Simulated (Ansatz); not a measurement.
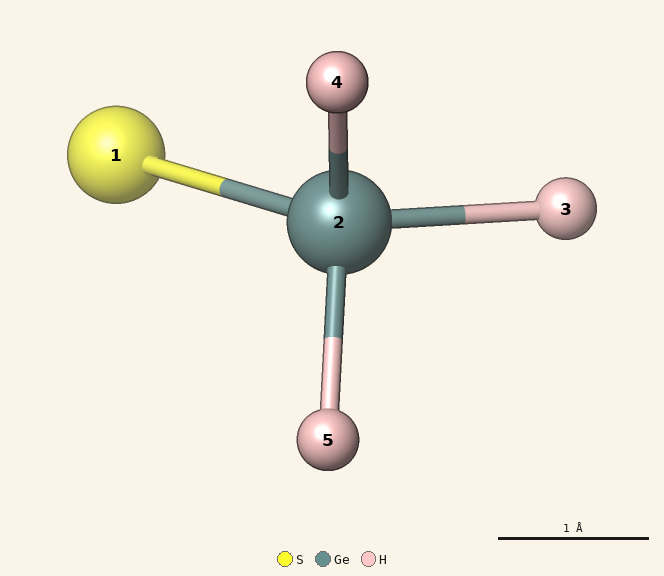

Orthographic view. Atoms fade into the background with distance from the viewer. The species has charge −1 and is a spin singlet. The geometry was computed by an optimisation with PBE-D4/def2-SVPD. No frequency run is at hand to confirm it as a minimum.

Give the geometry as a Z-matrix, atoms in numerical order, with these reference atoms: 2 to 1; 3 to 2, 1; 4 to 2, 3, 1; 5 to 2, 3, 4.

```
S  
Ge   1   2.165
H    2   1.583   1   115.7
H    2   1.583   3   102.6   1  -126.9
H    2   1.583   3   102.6   4  -106.1
```
